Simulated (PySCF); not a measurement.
Molecule: SMILES N#Cc1ccc(C(=O)O)s1 (C₆H₃NO₂S), singlet. Atoms near the plane z = 0.6 Å, at the GFN2-xTB optimised geometry (x, y, z in Å): N1 (-2.2, -3.7, 0.0), C2 (-1.6, -2.8, 0.0), C3 (-0.7, -1.6, 0.0), C4 (0.7, -1.6, 0.0), C5 (1.2, -0.4, 0.0), C6 (0.2, 0.6, 0.0), C7 (0.4, 2.1, 0.0), O8 (1.5, 2.6, 0.0), O9 (-0.7, 2.7, 0.0), S10 (-1.4, 0.0, 0.0), H11 (1.2, -2.6, 0.0), H12 (2.2, -0.1, 0.0), H13 (-0.6, 3.7, 0.0).

Method: PBE/def2-TZVP (PySCF). The values are rescaled to run from 0 to 1.

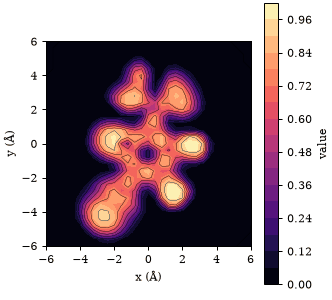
Figure. a field on the plane z = 0.6 Å.

**Question.** Which quantity is mapped?
A. Laplacian of the electron density
B. an orbital amplitude
C. log10 of the electron density
D. electron localisation function

**Answer.** D, electron localisation function
